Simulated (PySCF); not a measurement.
# doublet C2H4ClF− at 4 levels

We compute a comparison of 4 runs (U-revPBE/6-311+G**, UB3LYP/6-311+G**, UCAM-B3LYP/6-311+G**, UPBE0/6-311+G**) of doublet C2H4ClF−. The job is set up through a Python script.

The calculation is run with PySCF 2.14.0.

## (1) The molecule

C2H4ClF− has 8 atoms, charge -1, and is taken as a doublet. As SMILES of the parent species, `FCCCl`. The shape is that of a PBE0-D4/def2-TZVP optimisation. This is one conformer, not always the lowest. That shape belongs to the parent species and isn't relaxed for this state.

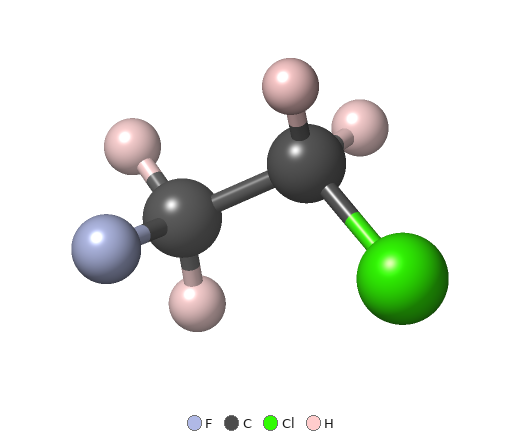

Viewed from a chosen angle; fluorine light blue, carbon dark grey, chlorine green, hydrogen pink.

## (2) The energy at U-revPBE/6-311+G(d,p) (run 1)

Contents of run.py:

```python
from pyscf import gto, dft

mol = gto.M(
    atom='''
F   -1.336980   0.498150   1.030500
C   -0.143560   0.671020   0.368890
C    0.300450  -0.609920  -0.275720
Cl  -0.759330  -1.087620  -1.620890
H   -0.273910   1.462220  -0.374180
H    0.609620   0.981160   1.102570
H    0.296790  -1.425630   0.446820
H    1.306920  -0.489380  -0.677980
''',
    max_memory=1860,
    verbose=4,
    basis='6-311+g**',
    spin=1,
    charge=-1,
)

mf = dft.UKS(mol)
mf.xc = 'revpbe'
mf.conv_tol = 1e-10
mf.grids.level = 5
mf.kernel()
if not mf.converged:
    mf = mf.newton().run(mf.mo_coeff, mf.mo_occ)

e_final = mf.e_tot
print('E(%s) = %.9f' % ('REVPBE', e_final))
```

The run is started by

```console
$ OMP_NUM_THREADS=1 python run.py
```

The log of the run:

```text
PySCF version 2.14.0

[... 59 lines left out ...]
WARN: HOMO -0.0505648453798729 >= LUMO -0.0505648453798777
[... 62 lines left out ...]
converged SCF energy = -638.539536213984  <S^2> = 0.75008966  2S+1 = 2.0000897
E(REVPBE) = -638.539536214
```

It took 60 s on 1 thread of Arm Neoverse V2, shared host; peak memory 0.69 GiB.

## (3) The energy at UB3LYP/6-311+G(d,p) (run 2)

Contents of geometry.xyz:

```xyz
8
C2H4ClF
F     -1.336980     0.498150     1.030500
C     -0.143560     0.671020     0.368890
C      0.300450    -0.609920    -0.275720
Cl    -0.759330    -1.087620    -1.620890
H     -0.273910     1.462220    -0.374180
H      0.609620     0.981160     1.102570
H      0.296790    -1.425630     0.446820
H      1.306920    -0.489380    -0.677980
```

Contents of input.py:

```python
from pyscf import gto, dft

mol = gto.M(
    atom='geometry.xyz',
    charge=-1,
    verbose=3,
    spin=1,
    max_memory=1860,
    basis='6-311+g**',
)

calc0 = dft.UKS(mol)
calc0.xc = 'b3lyp'
calc0.conv_tol = 1e-10
calc0.grids.level = 5
calc0.kernel()
if not calc0.converged:
    calc0 = calc0.newton().run(calc0.mo_coeff, calc0.mo_occ)

etot = calc0.e_tot
print(f'total energy: {etot:.8f} hartree')
```

The run is started by

```console
$ OMP_NUM_THREADS=1 python input.py
```

The log of the run:

```text
WARN: HOMO -0.037606751695338 >= LUMO -0.0376067516953342

converged SCF energy = -638.701261728626  <S^2> = 0.75016692  2S+1 = 2.0001669
total energy: -638.70126173 hartree
```

It took 71 s on 1 thread of Arm Neoverse V2, shared host; peak memory 0.69 GiB.

Run 3 isn't shown in full; the table further down has it.

## (4) The energy at UPBE0/6-311+G(d,p) (run 4)

Contents of input.py:

```python
from pyscf import gto, dft

mol = gto.M(
    atom='''
F     -2.526526     0.941367     1.947363
C     -0.271289     1.268044     0.697101
C      0.567768    -1.152582    -0.521035
Cl    -1.434926    -2.055304    -3.063038
H     -0.517615     2.763195    -0.707098
H      1.152015     1.854124     2.083555
H      0.560852    -2.694050     0.844367
H      2.469721    -0.924794    -1.281197
''',
    max_memory=1860,
    charge=-1,
    spin=1,
    basis='6-311+g**',
    verbose=4,
    unit='bohr',
)

mf = dft.UKS(mol)
mf.xc = 'pbe0'
mf.grids.level = 5
mf.conv_tol = 1e-10
mf.kernel()
if not mf.converged:
    mf = mf.newton().run(mf.mo_coeff, mf.mo_occ)

etot = mf.e_tot
print('E = %.10f Eh' % etot)
```

The run is started by

```console
$ OMP_NUM_THREADS=1 python input.py
```

The log of the run:

```text
PySCF version 2.14.0

[... 56 lines left out ...]
WARN: HOMO -0.0310326156468455 >= LUMO -0.0310326156468458
[... 66 lines left out ...]
converged SCF energy = -638.337035725781  <S^2> = 0.75016579  2S+1 = 2.0001658
E = -638.3370357258 Eh
```

It took 66 s on 1 thread of Arm Neoverse V2, shared host; peak memory 0.69 GiB.

## (5) Overview of the runs

```csv
run,level,energy (Eh),HOMO energy (eV),LUMO energy (eV),⟨S²⟩,wall time
1,U-revPBE/6-311+G**,-638.539536,2.67,3.04,0.750,60 s
2,UB3LYP/6-311+G**,-638.701262,2.43,3.49,0.750,71 s
3,UCAM-B3LYP/6-311+G**,-638.624147,1.80,4.21,0.750,2 min
4,UPBE0/6-311+G**,-638.337036,2.31,3.61,0.750,66 s
```

## (6) Results

```
                                 quantity          value
                      run 4: total energy  -638.33704 Eh
run 4: HOMO energy (highest over α and β)        2.31 eV
 run 4: LUMO energy (lowest over α and β)        3.61 eV
                              run 4: ⟨S²⟩          0.750
```

Totals of different functionals can't be ranked against each other. In runs 1, 2, 3, 4 the HOMO lies above zero, so the outermost electron may be held by the basis alone. All runs together took 5.3 min, the longest 2 min.
